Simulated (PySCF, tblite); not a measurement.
# C₈H₁₁B: geometry, infrared bands and NMR shifts

Wanted: the infrared bands and NMR shifts of C₈H₁₁B (`B[C@@H]1CC=CC=CC1=C`), by calculation.

Computed with tblite 0.8.0 and PySCF 2.14.0, with density-fitted response routines of our own, on a single molecule in the gas phase. Atoms count from 0, in the outputs and in this text.

### Step 1. Starting geometry

20 atoms, charge 0, multiplicity 1; geometry from: force field or distance geometry start.

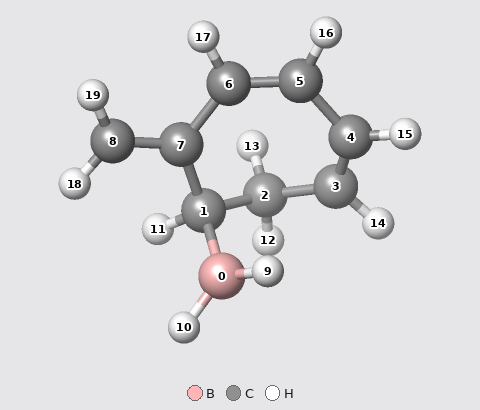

As it starts; boron pink, carbon grey, hydrogen white, atoms numbered.

### Step 2. Optimising the geometry with GFN2-xTB

The job: settings as JSON, then the geometry in Å.

```
{"job": {"kind": "relax", "xc": "GFN2-xTB", "basis": "xTB"}, "charge": 0, "multiplicity": 1}
B     -1.311400    -1.448500     0.765100
C     -0.829300    -0.592100    -0.514500
C      0.528500    -1.077200    -1.070500
C      1.581900    -1.185500    -0.036700
C      2.011500    -0.171800     0.716400
C      1.551800     1.227700     0.591100
C      0.355600     1.683100     0.197900
C     -0.835900     0.892900    -0.196400
C     -2.005700     1.535900    -0.296200
H     -0.721700    -1.406900     1.786100
H     -2.347400    -2.034100     0.720300
H     -1.574900    -0.794700    -1.305900
H      0.372700    -2.070800    -1.533000
H      0.865800    -0.385000    -1.879300
H      2.026700    -2.158200     0.134000
H      2.825800    -0.357500     1.408100
H      2.269400     1.975900     0.934300
H      0.232300     2.752200     0.232900
H     -2.919800     1.023800    -0.572800
H     -2.081000     2.601400    -0.083900
```

The run is started by

```
$ OMP_NUM_THREADS=1 python probes_run.py task.json out
```

This one command runs all jobs of the session in turn.

The log of the run:

```text
step      E/eV     max force
  0    -649.79735    1.246
  1    -649.85808    0.526
  2    -649.88169    0.575
  3    -649.90506    0.402
  4    -649.91733    0.260
  5    -649.92265    0.165
  6    -649.92648    0.139
  7    -649.93002    0.145
  8    -649.93226    0.123
  9    -649.93351    0.106
 10    -649.93467    0.079
 11    -649.93606    0.103
 12    -649.93766    0.126
 13    -649.93917    0.084
 14    -649.94039    0.089
 15    -649.94145    0.095
 16    -649.94245    0.092
 17    -649.94329    0.076
 18    -649.94393    0.056
 19    -649.94445    0.049
 20    -649.94501    0.066
 21    -649.94569    0.079
 22    -649.94653    0.072
 23    -649.94749    0.065
 24    -649.94858    0.077
 25    -649.94983    0.104
 26    -649.95130    0.110
 27    -649.95299    0.101
 28    -649.95486    0.100
 29    -649.95677    0.100
 30    -649.95859    0.090
 31    -649.96025    0.094
 32    -649.96186    0.086
 33    -649.96347    0.104
 34    -649.96520    0.127
 35    -649.96714    0.122
 36    -649.96920    0.100
 37    -649.97124    0.092
 38    -649.97308    0.077
 39    -649.97472    0.097
 40    -649.97616    0.083
 41    -649.97668    0.201
 42    -649.97805    0.084
 43    -649.97882    0.065
 44    -649.98028    0.051
 45    -649.98126    0.065
 46    -649.98240    0.061
 47    -649.98324    0.067
 48    -649.98421    0.065
 49    -649.98532    0.073
 50    -649.98646    0.076
 51    -649.98731    0.061
 52    -649.98797    0.052
 53    -649.98868    0.056
 54    -649.98954    0.068
 55    -649.99035    0.064
 56    -649.99093    0.051
 57    -649.99134    0.046
 58    -649.99171    0.053
 59    -649.99202    0.042
 60    -649.99230    0.034
 61    -649.99249    0.023
 62    -649.99257    0.021
 63    -649.99267    0.019
 64    -649.99274    0.018
 65    -649.99280    0.018
 66    -649.99286    0.020
 67    -649.99291    0.016
 68    -649.99295    0.016
 69    -649.99300    0.016
 70    -649.99305    0.014
 71    -649.99309    0.013
 72    -649.99311    0.011
 73    -649.99314    0.011
 74    -649.99317    0.012
 75    -649.99320    0.014
 76    -649.99323    0.013
 77    -649.99327    0.012
 78    -649.99330    0.012
 79    -649.99333    0.012
 80    -649.99336    0.013
 81    -649.99339    0.015
 82    -649.99342    0.014
 83    -649.99346    0.016
 84    -649.99350    0.015
 85    -649.99354    0.015
 86    -649.99358    0.016
 87    -649.99362    0.018
 88    -649.99367    0.018
 89    -649.99374    0.021
 90    -649.99382    0.023
 91    -649.99393    0.030
 92    -649.99406    0.031
 93    -649.99422    0.030
 94    -649.99441    0.028
 95    -649.99462    0.034
 96    -649.99484    0.039
 97    -649.99509    0.040
 98    -649.99532    0.032
 99    -649.99551    0.028
100    -649.99562    0.040
101    -649.99576    0.028
102    -649.99589    0.027
103    -649.99601    0.032
104    -649.99615    0.022
105    -649.99630    0.028
106    -649.99644    0.022
107    -649.99654    0.034
108    -649.99668    0.026
109    -649.99683    0.038
110    -649.99703    0.035
111    -649.99731    0.047
112    -649.99779    0.059
113    -649.99020    0.461
114    -649.99834    0.047
115    -649.99870    0.046
116    -649.99492    0.424
117    -649.99973    0.047
118    -650.00044    0.037
119    -649.99376    0.537
120    -650.00130    0.038
121    -650.00198    0.055
122    -649.99420    0.573
123    -650.00299    0.066
124    -650.00373    0.082
125    -649.99544    0.631
126    -650.00500    0.082
127    -650.00585    0.101
128    -649.99820    0.599
129    -650.00746    0.103
130    -650.00839    0.110
131    -650.00753    0.421
132    -650.01059    0.100
133    -650.01143    0.114
134    -650.01242    0.250
135    -650.01416    0.105
136    -650.01499    0.061
137    -650.01684    0.082
138    -650.01778    0.073
139    -650.01898    0.072
140    -650.02053    0.109
141    -650.02127    0.146
142    -650.02293    0.175
143    -650.02499    0.103
144    -650.02648    0.079
145    -650.02765    0.082
146    -650.02833    0.067
147    -650.02927    0.062
148    -650.03055    0.063
149    -650.03132    0.058
150    -650.03181    0.063
151    -650.03219    0.078
152    -650.03260    0.047
153    -650.03309    0.043
154    -650.03361    0.042
155    -650.03391    0.036
156    -650.03451    0.039
157    -650.03491    0.038
158    -650.03522    0.043
159    -650.03548    0.035
160    -650.03571    0.026
161    -650.03589    0.028
162    -650.03602    0.021
163    -650.03610    0.026
164    -650.03617    0.024
165    -650.03626    0.020
166    -650.03638    0.021
167    -650.03651    0.025
168    -650.03667    0.025
169    -650.03682    0.034
170    -650.03695    0.041
171    -650.03706    0.042
172    -650.03720    0.043
173    -650.03739    0.047
174    -650.03759    0.038
175    -650.03777    0.029
176    -650.03794    0.031
177    -650.03811    0.032
178    -650.03830    0.034
179    -650.03850    0.037
180    -650.03868    0.037
181    -650.03885    0.030
182    -650.03901    0.040
183    -650.03916    0.042
184    -650.03929    0.028
185    -650.03938    0.024
186    -650.03945    0.016
187    -650.03950    0.015
188    -650.03953    0.013
189    -650.03956    0.011
190    -650.03957    0.007
```

Run time: 2.4 s. Hardware: 1 thread of Arm Neoverse N1, shared host.

Relaxation path: (not every step is listed)

| step | energy from step 0 (eV) | largest force (eV/Å) |
| --- | --- | --- |
| 0 | 0.0000 | 1.2462 |
| 1 | -0.0607 | 0.5258 |
| 2 | -0.0843 | 0.5745 |
| 3 | -0.1077 | 0.4021 |
| 4 | -0.1200 | 0.2596 |
| 5 | -0.1253 | 0.1648 |
| 6 | -0.1291 | 0.1387 |
| 7 | -0.1327 | 0.1449 |
| 8 | -0.1349 | 0.1233 |
| 25 | -0.1525 | 0.1040 |
| 42 | -0.1807 | 0.0837 |
| 59 | -0.1947 | 0.0425 |
| 76 | -0.1959 | 0.0132 |
| 93 | -0.1969 | 0.0298 |
| 110 | -0.1997 | 0.0350 |
| 127 | -0.2085 | 0.1009 |
| 144 | -0.2291 | 0.0790 |
| 161 | -0.2385 | 0.0281 |
| 178 | -0.2409 | 0.0340 |
| 185 | -0.2420 | 0.0244 |
| 186 | -0.2421 | 0.0155 |
| 187 | -0.2421 | 0.0154 |
| 188 | -0.2422 | 0.0127 |
| 189 | -0.2422 | 0.0114 |
| 190 | -0.2422 | 0.0073 |

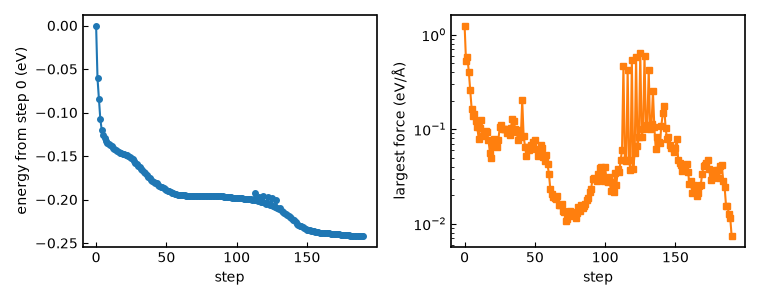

Energy and largest force along the relaxation.

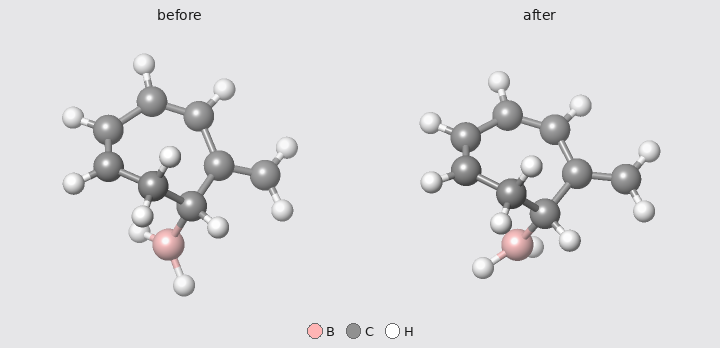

The geometry before (left) and after (right).

Distances of close pairs at the start and the end, largest changes first:

```
  bond  before (Å)  after (Å)  change (Å)
 C6–C7       1.483      1.447      -0.036
 C4–C5       1.478      1.442      -0.036
 B0–C1       1.613      1.577      -0.036
B0–H10       1.191      1.169      -0.022
C2–H13       1.117      1.096      -0.021
C2–H12       1.107      1.091      -0.016
 C1–C7       1.519      1.505      -0.014
 C2–C3       1.480      1.493      +0.013
```

The next job starts from the end point, and lists it.

### Step 3. Infrared spectrum with GFN2-xTB

The job: settings as JSON, then the geometry in Å.

```
{"job": {"kind": "ir", "xc": "GFN2-xTB", "basis": "xTB"}, "charge": 0, "multiplicity": 1}
B     -1.095603    -1.376342     0.977700
C     -0.818826    -0.617042    -0.377036
C      0.472622    -1.060082    -1.095690
C      1.624753    -1.134494    -0.148835
C      1.972756    -0.163887     0.699903
C      1.375842     1.143051     0.824356
C      0.194262     1.599880     0.373302
C     -0.886758     0.882229    -0.266785
C     -1.951588     1.557599    -0.710184
H     -0.753783    -2.487177     1.099091
H     -1.708562    -0.857075     1.826536
H     -1.663263    -0.922746    -1.015013
H      0.317838    -2.037999    -1.553804
H      0.699787    -0.346262    -1.895431
H      2.205965    -2.046443    -0.164694
H      2.837861    -0.324279     1.332144
H      2.002657     1.858336     1.345728
H     -0.016188     2.650994     0.535347
H     -2.783460     1.065675    -1.185980
H     -2.031458     2.626740    -0.603691
```

The log of the run:

```text
mode    cm-1     km/mol
  1      56.9      0.02
  2     100.9      0.65
  3     157.1      0.11
  4     194.0      0.59
  5     266.7      0.33
  6     279.9      0.28
  7     334.6      0.16
  8     372.1      0.58
  9     422.4      0.29
 10     480.7      1.44
 11     592.7      4.86
 12     659.1      1.28
 13     670.8      1.09
 14     711.5      9.21
 15     747.9     27.78
 16     792.2      7.56
 17     823.7     24.11
 18     843.0     94.75
 19     850.5     17.32
 20     874.4     18.99
 21     892.3     26.39
 22     917.7      1.35
 23     930.2      1.22
 24     939.1      0.73
 25     956.1      4.06
 26    1006.8     10.49
 27    1026.1      2.18
 28    1110.3     12.19
 29    1137.6      4.34
 30    1184.4     45.73
 31    1213.4     20.83
 32    1238.4      9.68
 33    1248.7     12.33
 34    1267.0      1.13
 35    1312.3      2.19
 36    1329.0      0.78
 37    1364.3      7.69
 38    1403.1      2.09
 39    1436.9      2.28
 40    1465.4      1.64
 41    1613.7      5.00
 42    1648.1      6.20
 43    1678.3      3.25
 44    2645.6     88.33
 45    2680.9    106.98
 46    2857.7     33.26
 47    2924.4     30.99
 48    2987.5     42.25
 49    3026.5      6.29
 50    3038.9     31.69
 51    3046.8     91.50
 52    3063.5     72.35
 53    3097.1     22.62
 54    3120.4     47.17
```

Run time: 1.3 s. Hardware: 1 thread of Arm Neoverse N1, shared host.

Which atoms move in the most intense modes:

| cm⁻¹ | km/mol | atoms |
| --- | --- | --- |
| 843 | 94.8 | H10 16 %, H9 16 %, C1 15 %, B0 14 % |
| 1184 | 45.7 | H9 30 %, H10 28 %, H13 12 %, B0 11 % |
| 2646 | 88.3 | H9 50 %, H10 46 % |
| 2681 | 107.0 | H10 47 %, H9 42 %, B0 11 % |
| 2988 | 42.2 | H12 91 % |
| 3047 | 91.5 | H15 26 %, H16 26 %, H17 26 %, H14 15 % |
| 3064 | 72.3 | H14 71 %, H15 18 % |
| 3120 | 47.2 | H18 50 %, H19 40 % |

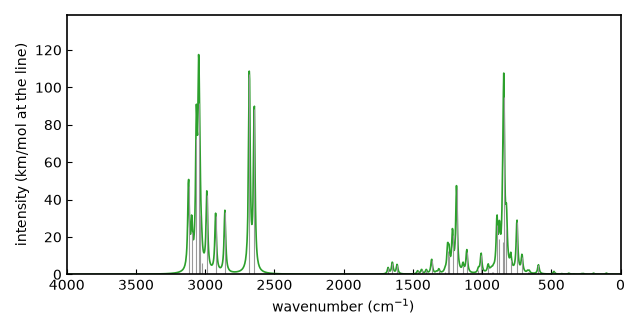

The infrared spectrum from these modes, unscaled. Lines are broadened to a width of 14 cm⁻¹ (Lorentzian).

### Step 4. NMR shieldings: PBE0/pcSseg-1

The job, as its differences from that of step 3:

```diff
@@ -1,2 +1,2 @@
-{"job": {"kind": "ir", "xc": "GFN2-xTB", "basis": "xTB"}, "charge": 0, "multiplicity": 1}
+{"job": {"kind": "nmr", "xc": "PBE0", "basis": "pcSseg-1"}, "charge": 0, "multiplicity": 1}
 B     -1.095603    -1.376342     0.977700
```

Level: GIAO PBE0/pcSseg-1 NMR shielding, non-relativistic, gas phase.

The log of the run:

```text
coarse grid: 16600 points
cycle   1  E = -335.6782477625  dE =  1.244e+00  |g| = 4.017e-01  |ddm| = 4.199e+00
cycle   2  E = -335.6822676924  dE = -4.020e-03  |g| = 4.021e-01  |ddm| = 9.313e-01
cycle   3  E = -335.7253533596  dE = -4.309e-02  |g| = 5.701e-02  |ddm| = 5.087e-01
cycle   4  E = -335.7257838119  dE = -4.305e-04  |g| = 3.752e-02  |ddm| = 9.555e-02
cycle   5  E = -335.7261155604  dE = -3.317e-04  |g| = 9.223e-03  |ddm| = 3.790e-02
cycle   6  E = -335.7261373384  dE = -2.178e-05  |g| = 2.336e-03  |ddm| = 1.073e-02
cycle   7  E = -335.7261387167  dE = -1.378e-06  |g| = 5.781e-04  |ddm| = 2.939e-03
final grid: 159968 points
cycle   8  E = -335.7801795163  dE = -5.862e-05  |g| = 8.407e-03  |ddm| = 4.819e-02
cycle   9  E = -335.7801734520  dE =  6.064e-06  |g| = 9.797e-03  |ddm| = 2.029e-02
cycle  10  E = -335.7801983678  dE = -2.492e-05  |g| = 1.845e-03  |ddm| = 1.213e-02
cycle  11  E = -335.7801992100  dE = -8.423e-07  |g| = 4.140e-04  |ddm| = 2.049e-03
cycle  12  E = -335.7801992558  dE = -4.579e-08  |g| = 8.908e-05  |ddm| = 4.776e-04
cycle  13  E = -335.7801992575  dE = -1.690e-09  |g| = 4.512e-05  |ddm| = 1.328e-04
cycle  14  E = -335.7801992580  dE = -5.042e-10  |g| = 1.242e-05  |ddm| = 5.438e-05
converged SCF energy = -335.7801992580

GIAO shielding tensors (ppm)
atom      isotropic    diamagn.    paramagn.     s11        s22        s33       span
  0 B        8.610     192.249    -183.639    -64.023    -31.651    121.503    185.527
  1 C      131.408     249.688    -118.280    109.289    130.579    154.355     45.066
  2 C      150.433     247.730     -97.297    135.919    152.266    163.115     27.196
  3 C       38.904     256.209    -217.304    -69.074     34.505    151.282    220.356
  4 C       55.008     254.205    -199.197    -61.955     71.393    155.585    217.540
  5 C       55.074     253.651    -198.576    -47.794     59.110    153.907    201.701
  6 C       45.075     251.490    -206.415    -51.598     44.490    142.334    193.932
  7 C       23.162     259.065    -235.902    -93.811      7.765    155.533    249.344
  8 C       64.422     250.748    -186.326    -21.828     74.768    140.325    162.154
  9 H       23.815      30.704      -6.889     15.025     26.867     29.552     14.527
 10 H       24.066      29.962      -5.897     15.551     27.290     29.356     13.806
 11 H       29.258      33.107      -3.848     22.782     30.938     34.055     11.273
 12 H       28.562      31.008      -2.445     23.832     28.097     33.758      9.926
 13 H       29.240      30.520      -1.280     26.071     27.878     33.773      7.702
 14 H       25.106      30.634      -5.528     22.907     24.294     28.117      5.210
 15 H       25.687      29.745      -4.059     23.347     25.044     28.670      5.323
 16 H       25.565      29.423      -3.858     22.758     25.633     28.305      5.547
 17 H       25.127      31.795      -6.668     22.097     24.922     28.364      6.267
 18 H       26.627      31.338      -4.711     23.810     25.211     30.860      7.050
 19 H       26.442      30.811      -4.368     23.973     25.238     30.116      6.143
```

Wall time 93 s (1 thread of Arm Neoverse N1, shared host); peak memory 1 GiB.

Shifts follow as δ = σ(reference) − σ, with reference shieldings (ppm) from runs at the same level and on the same kind of geometry: 1H TMS 31.72, 13C TMS 186.9, 11B BF3·OEt2 100.1. The references are single molecules in the gas phase. Atoms listed in one row are averaged.

```
  atoms                                environment  σ (ppm)  δ (ppm)  δ scaled to CDCl3
     C7            fully substituted alkene carbon     23.2    163.8              157.9
     C3                                  alkene CH     38.9    148.0              142.6
     C6                                  alkene CH     45.1    141.9              136.5
     C4                                  alkene CH     55.0    131.9              126.8
     C5                                  alkene CH     55.1    131.9              126.8
     C8                       terminal =CH2 carbon     64.4    122.5              117.6
     C1                 allylic sp3 CH bonded to B    131.4     55.5               52.3
     C2                            allylic sp3 CH2    150.4     36.5               33.7
H9, H10            hydrogen on a boron bonded to C    23.94     7.78                  –
    H14                   hydrogen on an alkene CH    25.11     6.61               6.34
    H17                   hydrogen on an alkene CH    25.13     6.59               6.32
    H16                   hydrogen on an alkene CH    25.57     6.15               5.91
    H15                   hydrogen on an alkene CH    25.69     6.03               5.79
    H19         hydrogen on a terminal =CH2 carbon    26.44     5.27               5.08
    H18         hydrogen on a terminal =CH2 carbon    26.63     5.09               4.90
    H12             hydrogen on an allylic sp3 CH2    28.56     3.15               3.08
    H13             hydrogen on an allylic sp3 CH2    29.24     2.48               2.44
    H11  hydrogen on an allylic sp3 CH bonded to B    29.26     2.46               2.42
     B0                     boron bonded to C, 2 H      8.6     91.5                  –
```

The scaled column applies a straight-line fit of computed shieldings to shifts measured in CDCl3 (root-mean-square error 0.16 ppm for H, 1.9 ppm for C).

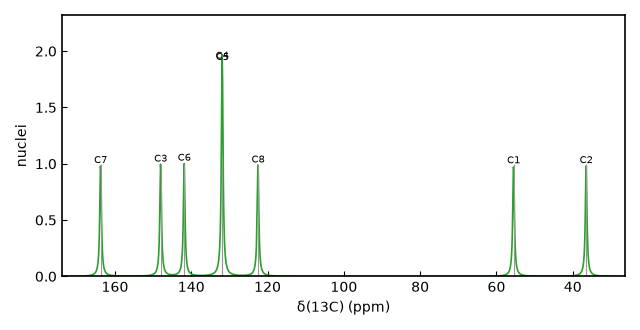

13C lines at the computed shifts, without couplings. Lines are broadened to a width of 0.51 ppm (Lorentzian).

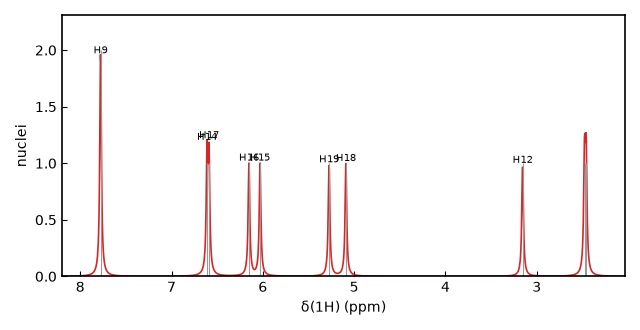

1H lines at the computed shifts, without couplings. Lines are broadened to a width of 0.02 ppm (Lorentzian).

Charges from the same density, by scheme (e):

```
atoms  Mulliken    IAO  Hirshfeld  ESP fit
   B0      0.29   0.08       0.15     0.29
   C1     -0.43  -0.25      -0.09     0.00
   C2     -0.07  -0.26      -0.07    -0.25
   C3     -0.16  -0.14      -0.03    -0.07
   C4     -0.11  -0.18      -0.06    -0.29
   C5     -0.12  -0.17      -0.05     0.04
   C6     -0.01  -0.16      -0.05    -0.36
   C7     -0.29   0.03       0.01     0.30
   C8     -0.05  -0.33      -0.10    -0.66
```

IAO charges:

B0 0.08; C1 -0.25; C2 -0.26; C3 -0.14; C4 -0.18; C5 -0.17; C6 -0.16; C7 0.03; C8 -0.33; H9 0.01; H10 0.02; H11 0.16; H12 0.14; H13 0.15; H14 0.15; H15 0.15; H16 0.15; H17 0.15; H18 0.14; H19 0.15

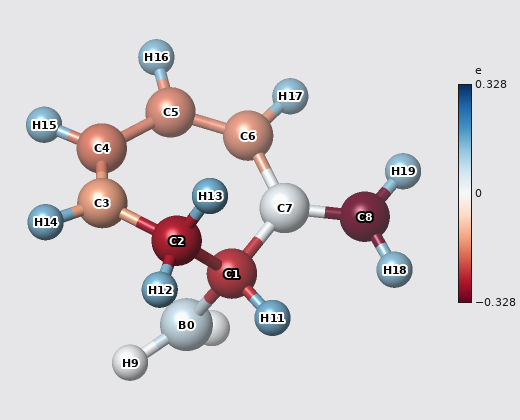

IAO charges, as colours on the atoms.

Mayer bond orders: B0–C1 0.94, C1–C2 1.02, C2–C3 1.05, C3–C4 1.83, C4–C5 1.15, C5–C6 1.78, C6–C7 1.10, C7–C8 1.91, C7–C1 1.01.

Ring of atoms C1, C2, C3, C4, C5, C6, C7: NICS(0) 1.5, NICS(1) -1.6, NICS(1)zz 2.8 ppm (means of both faces).

The fields below are evaluated on a grid from the run's orbitals.

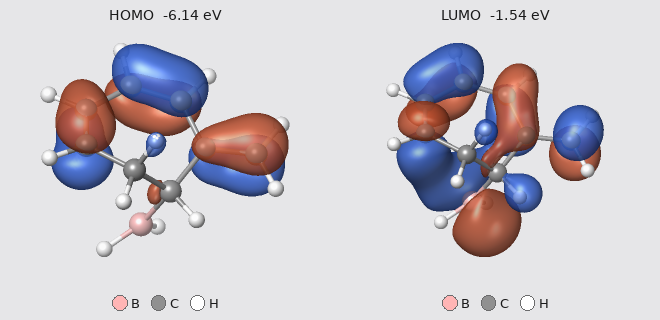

Frontier orbitals at PBE0/pcSseg-1; each surface holds 70 % of the orbital's density, blue and red mark the sign.

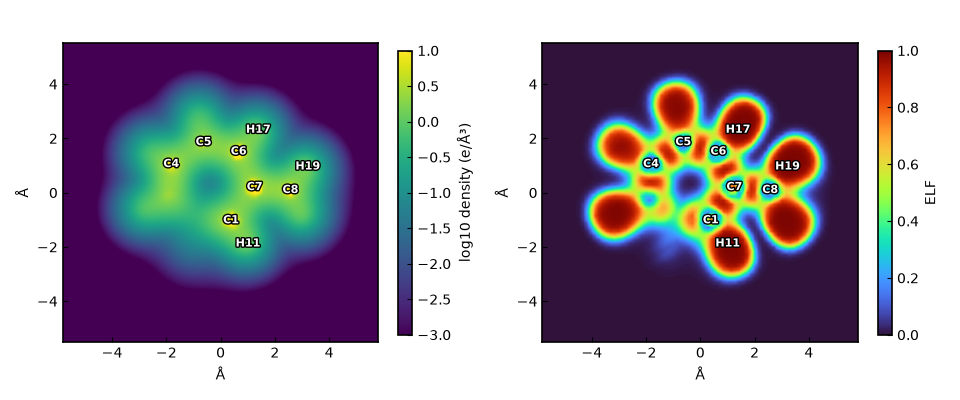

Density (left) and ELF (right) in a plane through or near 9 of the atoms.

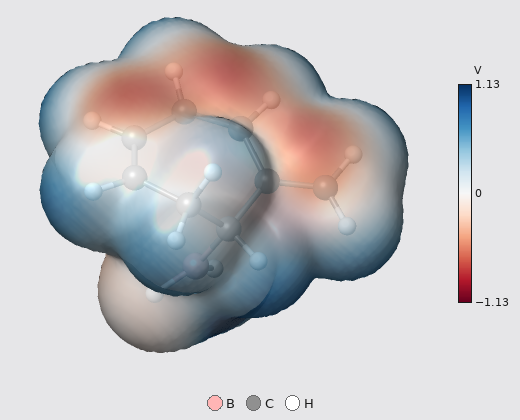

Electrostatic potential on the surface of density 0.002 e/bohr³; red is low, blue high. It runs from -0.68 V near C8 to 1.13 V near B0.

### Step 5. What came out

| quantity | value |
| --- | --- |
| strongest single infrared mode (GFN2-xTB) | 2681 cm⁻¹, 107 km/mol |
| zero-point energy (GFN2-xTB) | 101.6 kcal/mol |
| 13C shifts against TMS (PBE0/pcSseg-1) | 163.8, 148.0, 141.9, 131.9, 131.9, 122.5, 55.5, 36.5 ppm |
| 1H shifts against TMS (PBE0/pcSseg-1, means over atoms taken as alike) | 7.78, 6.61, 6.59, 6.15, 6.03, 5.27, 5.09, 3.15, 2.48, 2.46 ppm |
| 11B shifts against BF3·OEt2 (PBE0/pcSseg-1) | 91.5 ppm |
| surface potential, least and greatest | -0.68 V and 1.13 V |

Relaxing lowered the energy by 0.242 eV in 190 steps; the close pair that moved most is C6–C7, from 1.483 to 1.447 Å. All 54 modes are real, so the xTB geometry is a minimum. The strongest single mode, at 2681 cm⁻¹, moves mainly H10 and H9. GFN2-xTB is a fitted tight-binding method: band positions and strengths are rough. Its intensities can rank the bands wrongly. At PBE0/pcSseg-1: The widest tensor belongs to C7: span 249 ppm, with a paramagnetic part of -236 ppm. By nearest atom (PBE0/pcSseg-1), the HOMO sits on 4 C atoms about 17 % each; C4, C7 about 7 % each and the LUMO on B0 17 %; C5, C6, C8 about 10 % each.
